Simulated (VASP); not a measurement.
Band structure of Cu (space group P6_3/mmc). Method: LDA (Ceperley-Alder, Perdew-Zunger), VASP's LDA PAW potentials (set 64) (plane waves; VASP).

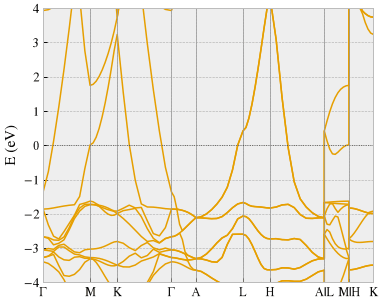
Figure. Bands along high-symmetry lines, zero at the valence-band maximum or, without a gap, the Fermi level

Read the plot: is there a gap, and where are the band edges?

It has no gap at this level: it comes out as a metal or semimetal. (Edges off the drawn lines would not show.)

The structure comes from a computed database's Cu entry (P6_3/mmc); how it stands against other phases isn't given here. It was relaxed first.
